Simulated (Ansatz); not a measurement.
# WS2 (P6_3/mmc): how ε∞ follows the gap

The empty bands of WS2 (P6_3/mmc) are shifted up rigidly by Δ, and ε∞ along x is computed for each shift. x, y and z are the Cartesian axes of the input cell.

Cell: a, b, c = 3.180, 3.180, 12.500 Å (primitive vectors), 6 atoms.

Method: Ansatz 0.2.0, PBE, independent particles, k-mesh 9×9×2 with interpolation inside its cells, Gaussian parameter 0.1 eV.

Launch of the response step: `ansatz run input.yaml --threads 4 --pin off --max-ram 8192MiB --backend cpu --events-out ev --progress --plain --runs-dir out`. The series took 5.2 min in all, on 4 threads of Arm Neoverse V1 (shared host).

| Δ (eV) | ε∞ along x |
| --- | --- |
| 0.00 | ? |
| 0.40 | 13.167 |
| 0.80 | 12.149 |
| 1.20 | 11.308 |
| 1.60 | 10.599 |
| 2.00 | 9.990 |

With one effective transition at E₀ and fixed dipole strength, ε∞ − 1 = A/(E₀ + Δ), so 1/(ε∞ − 1) is linear in Δ.

Working, on the rows shown:

| x = Δ (eV) | y = 1/(ε∞ − 1) |
| --- | --- |
| 0.4 | 0.0821895 |
| 0.8 | 0.0896941 |
| 1.2 | 0.097012 |
| 1.6 | 0.104178 |
| 2 | 0.111235 |

Means: x̄ = 1.2, ȳ = 0.096862. Σ(x − x̄)(y − ȳ) = 0.02903, Σ(x − x̄)² = 1.6. Slope = 0.02903 / 1.6 = 0.01814; intercept = ȳ − slope · x̄ = 0.075089. Turned back into ε∞ along x, the line misses the rows shown by at most 0.023.

Task: What does the fit predict for the withheld row, and how well does it do?

Result: At x = 0 the line gives y = 0.075089, that is 14.317. The run gave 14.432, so the extrapolation is off by 0.11, 3 % of the range in the table.

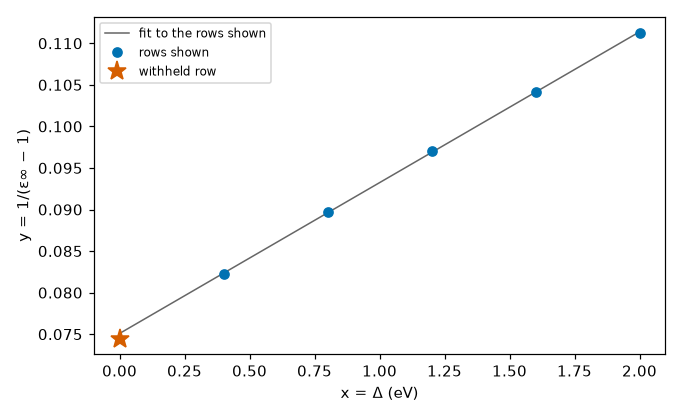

Refitted with all rows, the slope is 0.01837 and the intercept 0.074754. These give E₀ = intercept/slope = 4.1 eV, far above the least direct gap of 1.74 eV: most of the screening comes from transitions well over the edge. Over the first step ε∞ falls by 22 % per eV. The cell comes from an older database entry, whose edges can be off by a per cent or so. Excitons are left out and so are local fields; PBE gaps are as a rule too small. Spin-orbit coupling is left out.
